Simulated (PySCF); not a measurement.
Energy landscape of H₃ (anion, charge -1), singlet: collinear H-H-H surface. Scanned: first H-H distance and second H-H distance.

Method: MP2 on RHF/cc-pVTZ run with PySCF 2.14.0.

Energy in eV above the lowest grid point; x is the first H-H distance (Å), y the second H-H distance (Å).

```
y \ x   0.63   0.68   0.74   0.80   0.87   0.94   1.02   1.11   1.22   1.37   1.55   1.81   2.15
-----  -----  -----  -----  -----  -----  -----  -----  -----  -----  -----  -----  -----  -----
2.15   0.371  0.123  0.000  0.010  0.131  0.326  0.602  0.943  1.366  1.910  2.477  3.118  3.707
1.81   0.479  0.204  0.047  0.021  0.098  0.248  0.470  0.750  1.101  1.556  2.033  2.586  3.118
1.55   0.668  0.357  0.155  0.083  0.105  0.199  0.358  0.569  0.841  1.199  1.581  2.033  2.477
1.37   0.896  0.547  0.299  0.179  0.146  0.187  0.285  0.432  0.631  0.902  1.199  1.556  1.910
1.22   1.181  0.789  0.489  0.317  0.225  0.208  0.243  0.323  0.448  0.631  0.841  1.101  1.366
1.11   1.469  1.037  0.690  0.472  0.327  0.259  0.239  0.261  0.323  0.432  0.569  0.750  0.943
1.02   1.773  1.303  0.911  0.650  0.455  0.339  0.269  0.239  0.243  0.285  0.358  0.470  0.602
0.94   2.113  1.606  1.169  0.864  0.621  0.459  0.339  0.259  0.208  0.187  0.199  0.248  0.326
0.87   2.484  1.940  1.461  1.115  0.826  0.621  0.455  0.327  0.225  0.146  0.105  0.098  0.131
0.80   2.948  2.367  1.843  1.453  1.115  0.864  0.650  0.472  0.317  0.179  0.083  0.021  0.010
0.74   3.451  2.836  2.273  1.843  1.461  1.169  0.911  0.690  0.489  0.299  0.155  0.047  0.000
0.68   4.088  3.441  2.836  2.367  1.940  1.606  1.303  1.037  0.789  0.547  0.357  0.204  0.123
0.63   4.763  4.088  3.451  2.948  2.484  2.113  1.773  1.469  1.181  0.896  0.668  0.479  0.371
```

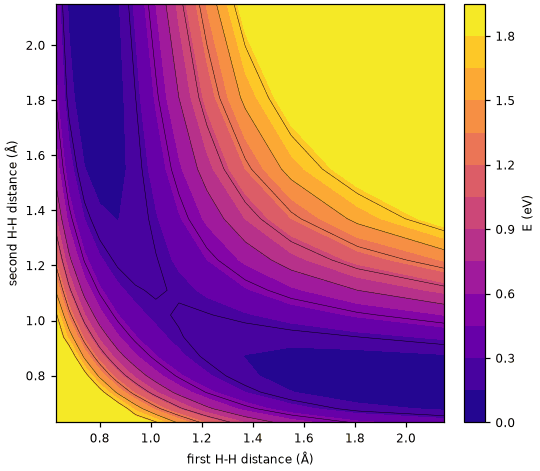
Fig. 1. Energy surface, cut off at 2 eV.

Points that lie below all their neighbours on the grid: x = 0.74, y = 2.15 on the edge of the grid (0.000 eV); x = 2.15, y = 0.74 on the edge of the grid (0.000 eV). The lowest path on the grid from the first to the second passes x = 1.11, y = 1.02 at 0.239 eV.
